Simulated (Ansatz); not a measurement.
# CHSi₂ (doublet): inputs that go wrong

3 inputs are run for CHSi₂ (doublet) as typed; the log has to tell whether the result can be used and what must change.

Method: the settings change from run to run; program: Ansatz 0.2.0, Gaussian basis.

21 further runs of the same task are left out: 7 that didn't finish, 14 set aside as unsound or not needed.

## Step 1: What is computed

The geometry is a PBE0/def2-TZVP stationary point (not a proven minimum).

4 atoms, charge 0, spin multiplicity 2.

Atoms are counted from 1 here; the program's logs count them from 0.

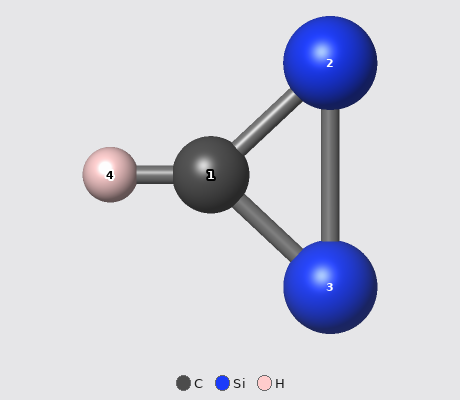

The geometry (carbon dark grey, silicon blue, hydrogen pink); atoms are numbered from 1 in the order of the file.

## Step 2: Attempt 1

File in.yaml:

```yaml
crystal:
  periodic: [false, false, false]
  atoms:
    - {symbol: C, position_ang: [0.000000, -1.033304, 0.000000]}
    - {symbol: Si, position_ang: [0.000000, 0.258963, 1.213707]}
    - {symbol: Si, position_ang: [0.000000, 0.258963, -1.213707]}
    - {symbol: H, position_ang: [0.000000, -2.118684, 0.000000]}
basis:
  gaussian: {orbitals: cc-pVDZ}
magnetization: {spin_polarized: true, initial_magnetization: 1}
correlation: {method: bccd_t, electrons: outside_noble_gas}
nroots: 3
output: {forces: true}
```

Run with:

```console
> ansatz run in.yaml --threads 1 --pin off --events-out ev --progress --plain --max-ram 2393MiB
```

Output:

```text
Error: YAML parse error: error: line 12 column 1: unknown field `nroots`, expected one of crystal, accuracy, basis, kpoints, hamiltonian, magnetization, projection, total_charge, correlation, batch, efield, external_charges, scf, relax, neb, saddle, md, ramp, phonons, dielectric, real_time, elastic, magnetic_configurations, gw, evaluate, workflow, output, checkpoint, execution
  --> <input>:12:1
   |
10 | magnetization: {spin_polarized: true, initial_magnetization: 1}
11 | correlation: {method: bccd_t, electrons: outside_noble_gas}
12 | nroots: 3
   | ^ unknown field `nroots`, expected one of crystal, accuracy, basis, kpoints, hamiltonian, magnetization, projection, total_charge, correlation, batch, efield, external_charges, scf, relax, neb, saddle, md, ramp, phonons, dielectric, real_time, elastic, magnetic_configurations, gw, evaluate, workflow, output, checkpoint, execution
13 | output: {forces: true}
   |
```

It took 0.03 s on 1 thread of Intel Xeon at 2.50GHz, shared host.

**Diagnosis.** The run was refused. The input holds a key that the program doesn't read here. To mend it, remove it or spell it as the reference does.

## Step 3: Attempt 2

File in.yaml:

```yaml
crystal:
  periodic: [false, false, false]
  atoms:
    - {symbol: C, position_ang: [0.000000, -1.033304, 0.000000]}
    - {symbol: Si, position_ang: [0.000000, 0.258963, 1.213707]}
    - {symbol: Si, position_ang: [0.000000, 0.258963, -1.213707]}
    - {symbol: H, position_ang: [0.000000, -2.118684, 0.000000]}
basis:
  gaussian: {orbitals: STO-3G}
magnetization: {spin_polarized: false, initial_magnetization: 1}
correlation: {method: sc_nevpt2, electrons: outside_noble_gas, active_space: {window: {electrons: 2, orbitals: 200}}}
```

Same command.

Output:

```text
Functional definition: HF
  name "HF"
  cite "Fock, Z. Phys. 61, 126 (1930) doi:10.1007/BF01340294"
  parent pbe
  exchange = exact_x
  correlation = 0
274 factors; integrals over basis functions are off by at most 2.7e-5 eV
mean field evaluation 1: about -16571.4922 eV, gradient 1.6e1 eV
mean field evaluation 2: about -16571.5259 eV, gradient 1.6e1 eV
mean field evaluation 4: about -16572.3852 eV, gradient 1.2e0 eV
mean field evaluation 8: about -16572.3933 eV, gradient 2.3e-6 eV
mean field evaluation 16: about -16570.7569 eV, gradient 2.0e-5 eV
mean field evaluation 32: about -16564.0514 eV, gradient 1.1e1 eV
mean field -16572.39331087 eV, -609.0242210030 hartree, gradient 5.8e-7 eV, S^2 0.750000; 4 other end points of the search recorded, 0 dependent functions left out
reference -16572.39331087 eV, -609.0242210030 hartree; 18, 17 occupied and 6, 7 virtual orbitals, 274 factors
Error: 2 electrons in 200 orbitals form no window around the highest filled level of the reference
```

It took 0.97 s on 1 thread of Intel Xeon at 2.50GHz, shared host.

**Diagnosis.** The run stopped with an error. The active window can't be built from these electrons and orbitals. Fix: choose counts that fit the spin, the electrons and the basis.

## Step 4: Attempt 3

File in.yaml:

```yaml
crystal:
  periodic: [false, false, false]
  atoms:
    - {symbol: C, position_ang: [0.000000, -1.033304, 0.000000]}
    - {symbol: Si, position_ang: [0.000000, 0.258963, 1.213707]}
    - {symbol: Si, position_ang: [0.000000, 0.258963, -1.213707]}
    - {symbol: H, position_ang: [0.000000, -2.118684, 0.000000]}
basis:
  gaussian: {orbitals: STO-3G}
magnetization: {spin_polarized: false, initial_magnetization: 9}
correlation: {method: bccd, electrons: all}
```

Launched as before.

Output (excerpt; [...] marks lines left out):

```text
Functional definition: HF
  name "HF"
  cite "Fock, Z. Phys. 61, 126 (1930) doi:10.1007/BF01340294"
  parent pbe
[...]
274 factors; integrals over basis functions are off by at most 2.7e-5 eV
[...]
mean field -16551.25237741 eV, -608.2473060279 hartree, gradient 8.4e-7 eV, S^2 24.750000; 3 other end points of the search recorded, 0 dependent functions left out
[...]
determinant -16551.25237741 eV, -608.2473060279 hartree, with singles and doubles -16552.66481777 eV, -608.2992122538 hartree
determinant -16548.70823008 eV, -608.1538103379 hartree, with singles and doubles -16550.78576366 eV, -608.2301582890 hartree
reference -16551.25237741 eV, -608.2473060279 hartree; 22, 13 occupied and 2, 11 virtual orbitals, 274 factors
second order -0.84291997 eV of doubles, -0.00850074 eV of singles
cycle   1  -1.41271365 eV  change   -2.7e-4 eV  update   1.3e-3
[...]
cycle   5  -1.41239366 eV  change   -2.1e-5 eV  update   1.9e-5
Total energy: -16552.66477107 eV, -608.2992105376 hartree
```

Run time: 2.5 s. Hardware: 1 thread of Intel Xeon at 2.50GHz, shared host.

**Diagnosis.** The run converged, which proves nothing about the input. Far too many unpaired electrons are asked for. Its energy belongs to the state of multiplicity 10, not to the doublet that was meant. Fix: set initial_magnetization to that of the wanted state.

## Step 5: How the runs ended

| attempt | level | ended | cause | time |
| --- | --- | --- | --- | --- |
| 1 | BCCD(T) on UHF/cc-pVDZ | refused | the input holds a key that the program doesn't read here | 0.03 s |
| 2 | NEVPT2(2,200)/STO-3G | stopped by an error | the active window can't be built from these electrons and orbitals | 0.97 s |
| 3 | BCCD on ROHF/STO-3G | converged | far too many unpaired electrons are asked for | 2.5 s |

1 refused, 1 stopped by an error, 1 converged. The input that converges on a wrong geometry or spin is the dangerous one: no error points at it, so geometry and ⟨S²⟩ have to be checked.
